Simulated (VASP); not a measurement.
Band structure of NbC (rock salt). Level of theory: optB88-vdW, VASP's PBE PAW potentials (set 64) (plane waves; VASP).

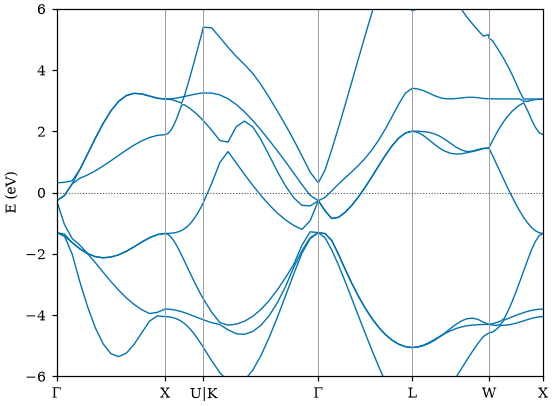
Figure: Bands along high-symmetry lines, zero at the valence-band maximum or, without a gap, the Fermi level

Q: Read the plot: is there a gap, and where are the band edges?

A: It has no gap at this level: it comes out as a metal or semimetal. (Edges off the drawn lines would not show.)

The compound is NbC in the rock salt structure. It was relaxed first. The electron count is odd and the run is not spin-polarised, which forces a metal.
